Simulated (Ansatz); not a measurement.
# GeH2 (SMILES [H][Ge][H]): HSE06/STO-3G

Aim: the vertical electron affinity of GeH2 at HSE06/STO-3G, from 2 runs. 

Program for the calculation: Ansatz 0.2.0.

### Step 1. Starting point

GeH2: 3 atoms, total charge 0, spin state singlet. SMILES: `[H][Ge][H]`. The shape comes from GFN2-xTB, which is rough for such elements, and wasn't checked as a minimum.

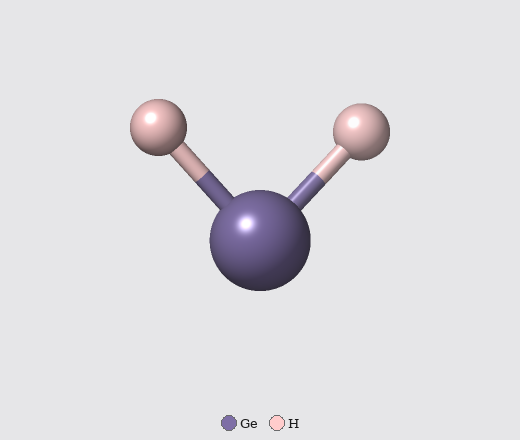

The structure, seen from a chosen angle (germanium purple, hydrogen pink).

### Step 2. A single-point energy at HSE06/STO-3G

job.yaml reads:

```yaml
crystal:
  periodic: [false, false, false]
  atoms:
    - symbol: Ge
      position_ang: [0.004590, -0.009050, -0.781020]
    - symbol: H
      position_ang: [1.098840, -0.017820, 0.398440]
    - symbol: H
      position_ang: [-1.103430, 0.026870, 0.382580]
basis:
  gaussian: {orbitals: STO-3G}
hamiltonian: {xc: hse06}
accuracy: high
```

On the command line:

```
$ ansatz run job.yaml --threads 1 --pin off --max-ram 2610MiB --events-out events.jsonl --progress --plain --runs-dir runs
```

The log of the run:

```text
Warning: RAYON_NUM_THREADS=1 ignored (pool sized by the plan → 1); use --threads N
Functional definition: HSE06
  name "HSE06"
  parameter a = 0.25
  parameter omega = 0.11/bohr
  exchange = pbe_x - a*pbe_x_sr(omega) + a*exact_x_sr(omega)
  correlation = pbe_c
235 factors; integrals over basis functions are off by at most 1.3e-8 eV
40 factors; integrals over basis functions are off by at most 1.8e-9 eV
mean field evaluation 1: about -55843.1431 eV, gradient 6.8e1 eV
mean field evaluation 2: about -55882.1984 eV, gradient 4.4e1 eV
mean field evaluation 4: about -55889.4567 eV, gradient 8.6e0 eV
mean field evaluation 8: about -55889.7433 eV, gradient 1.7e-1 eV
mean field evaluation 16: about -55889.7440 eV, gradient 3.3e-6 eV
mean field -55889.74404393 eV, -2053.9102101852 hartree, gradient 2.3e-8 eV, S^2 0.000000; 0 other end points of the search recorded, 0 dependent functions left out
reference -55889.74404547 eV, -2053.9102102418 hartree; 17, 17 occupied and 3, 3 virtual orbitals, 235 factors
Total energy: -55889.74404547 eV, -2053.9102102418 hartree
```

It took 0.91 s on 1 thread of Arm Neoverse V1, shared host.

### Step 3. The doublet anion

molecule.yaml reads:

```yaml
crystal:
  periodic: [false, false, false]
  atoms:
    - symbol: Ge
      position_ang: [0.004590, -0.009050, -0.781020]
    - symbol: H
      position_ang: [1.098840, -0.017820, 0.398440]
    - symbol: H
      position_ang: [-1.103430, 0.026870, 0.382580]
basis:
  gaussian:
    orbitals: STO-3G
total_charge: -1
magnetization:
  spin_polarized: true
  initial_magnetization: 1
hamiltonian:
  xc: {name: HSE06}
accuracy: high
```

On the command line:

```
$ ansatz run molecule.yaml --threads 1 --pin off --max-ram 2610MiB --events-out events.jsonl --progress --plain --runs-dir runs
```

The log of the run, cut to the lines that bear on the results:

```text
Warning: RAYON_NUM_THREADS=1 ignored (pool sized by the plan → 1); use --threads N
[... 6 set-up lines as earlier in the session ...]
235 factors; integrals over basis functions are off by at most 1.3e-8 eV
40 factors; integrals over basis functions are off by at most 1.8e-9 eV
mean field evaluation 1: about -55872.4035 eV, gradient 3.8e1 eV
mean field evaluation 2: about -55882.8398 eV, gradient 2.1e1 eV
mean field evaluation 4: about -55886.2429 eV, gradient 2.7e0 eV
mean field evaluation 8: about -55886.3228 eV, gradient 7.8e-2 eV
mean field evaluation 16: about -55886.3238 eV, gradient 8.0e-5 eV
mean field evaluation 32: about -55886.1353 eV, gradient 2.0e0 eV
mean field -55886.32383537 eV, -2053.7845198389 hartree, gradient 3.7e-8 eV, S^2 0.752443; 5 other end points of the search recorded, 0 dependent functions left out
reference -55886.32383700 eV, -2053.7845198988 hartree; 18, 17 occupied and 2, 3 virtual orbitals, 235 factors
Total energy: -55886.32383700 eV, -2053.7845198988 hartree
```

It took 1.9 s on 1 thread of Arm Neoverse V1, shared host; peak memory 0.11 GiB.

### Step 4. Summary of results

Level: HSE06/STO-3G.

```
                                         quantity           value
                       singlet GeH2: total energy  -2053.91021 Eh
                      doublet anion: total energy  -2053.78452 Eh
                              doublet anion: ⟨S²⟩           0.752
vertical electron affinity (to the doublet anion)       -3.420 eV
```

**Reading.** The anion lies 3.42 eV (79 kcal/mol) above the neutral: the electron isn't bound at this level, and such a value depends on the basis. Without diffuse functions anions come out too high. In a minimal basis such a difference can be off by several eV, whatever the method.
